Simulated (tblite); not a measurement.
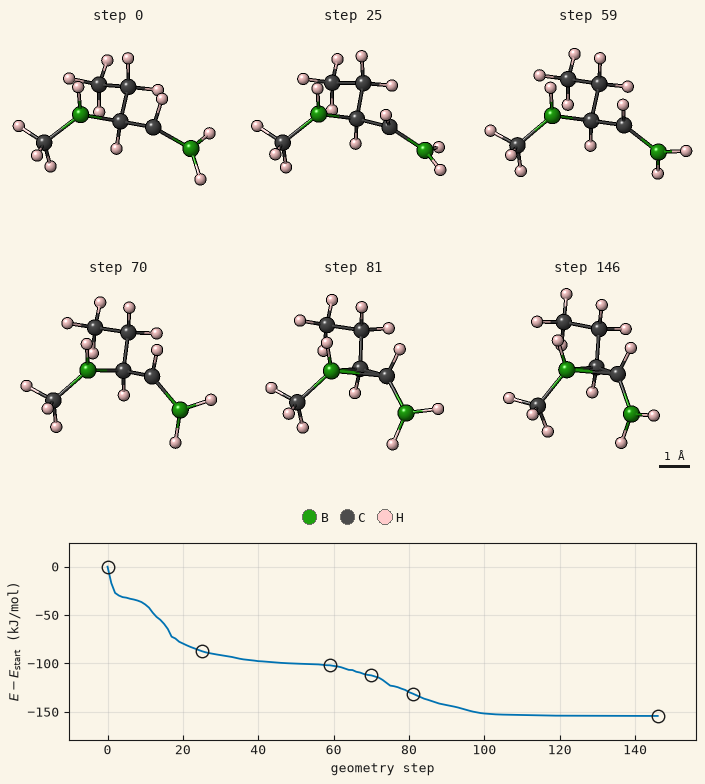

Frames of a relaxation of C5H13B2 (multiplicity 2), marked on the history of the run. A ball-and-stick model, seen from a free direction.

Method: GFN2-xTB geometry optimisation, gas phase (tblite). 

Q: Describe the path.

A: After 146 geometry steps the energy has fallen by 154.2 kJ/mol. An H atom moves most after the best rigid fit: 3.00 Å. By element the largest moves are H 3.00 Å, B 1.33 Å, C 0.91 Å. Near-neighbour distances that change, for instance: B–C 2.529 → 1.752 Å, B–C 1.605 → 1.685 Å, B–C 1.601 → 1.525 Å, C–C 1.518 → 1.448 Å. Bond angles that change, for instance: C–C–B 108.1° → 67.5°, B–C–C 114.1° → 124.9°, B–C–H 109.9° → 119.0°. The run took 1.4 s on 1 thread of Arm Neoverse N1, with other jobs on the host. From step 0 to 25: an H atom moves most (0.76 Å), energy −87.3 kJ/mol. From step 25 to 59: an H atom moves most (1.06 Å), energy −14.6 kJ/mol. From step 59 to 70: an H atom moves most (1.13 Å), energy −10.4 kJ/mol. From step 70 to 81: an H atom moves most (0.87 Å), energy −18.8 kJ/mol. From step 81 to 146: an H atom moves most (0.78 Å), energy −23.0 kJ/mol.

| step | E − E(0), kJ/mol |
| --- | --- |
| 0 | 0.00 |
| 1 | -17.01 |
| 2 | -27.13 |
| 3 | -29.84 |
| 4 | -31.47 |
| 5 | -32.05 |
| 6 | -33.18 |
| 7 | -33.97 |
| 8 | -35.06 |
| 9 | -36.55 |
| 10 | -39.06 |
| 17 | -72.30 |
| 24 | -85.86 |
| 31 | -91.93 |
| 39 | -97.04 |
| 46 | -99.36 |
| 53 | -100.48 |
| 60 | -102.52 |
| 67 | -109.35 |
| 74 | -119.90 |
| 82 | -132.93 |
| 89 | -142.22 |
| 96 | -148.76 |
| 103 | -152.52 |
| 110 | -153.21 |
| 117 | -153.79 |
| 125 | -153.96 |
| 132 | -154.08 |
| 139 | -154.15 |
| 146 | -154.17 |
